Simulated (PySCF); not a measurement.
Input file:

```
{"job": {"kind": "uv", "xc": "B3LYP", "basis": "def2-SVPD", "ip": true}, "charge": 0, "multiplicity": 1}
C     -3.031362    -0.602602    -0.124007
N     -2.122407     0.008788    -1.052668
C     -0.784176     0.047128    -0.762453
C     -0.110159    -0.594794     0.253586
C      1.288491    -0.330780     0.177722
S      2.667957    -0.797721     1.104825
C      3.723794     0.130519     0.089523
C      3.061124     0.773184    -0.922524
C      1.667766     0.504655    -0.866253
S      0.282724     0.970897    -1.807855
H     -2.988067    -0.152804     0.887396
H     -4.057217    -0.509853    -0.503861
H     -2.809967    -1.677467    -0.022571
H     -2.481100     0.793879    -1.579571
H     -0.593038    -1.211177     1.008878
H      4.791861     0.146731     0.301055
H      3.553439     1.402966    -1.663571
```

Command:

```sh
OMP_NUM_THREADS=1 python probes_run.py task.json out
```

Geometry: PBE0-D3(BJ)/def2-SVP.

All numbers below come from B3LYP/def2-SVPD, SCF density, gas phase in PySCF 2.14.0.

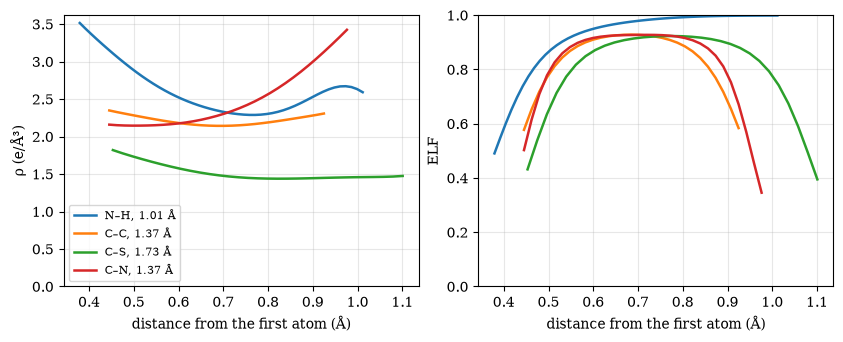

C$_{7}$H$_{7}$NS$_{2}$ (SMILES CNc1cc2sccc2s1). Total electron density and ELF along straight lines between neighbouring atoms. The curves leave out the atomic cores.

> What kind of bonding do the profiles show?

N–H (1.01 Å): ρ is about 2.9 e/Å³ halfway; the ELF climbs to about 1 towards the hydrogen, as it does in any bond to H; a covalent bond by its length.
C–C (1.37 Å): the density is about 2.1 e/Å³ at the midpoint; the ELF peaks at about 0.95 between the atoms: localised, covalent bonding.
C–S (1.73 Å): ρ at the midpoint is about 1.4 e/Å³; the ELF peaks at about 0.90 between the atoms (a covalent bond).
C–N (1.37 Å): ρ at the midpoint is about 2.3 e/Å³; the ELF peaks at about 0.95 between the atoms; localised, covalent bonding.
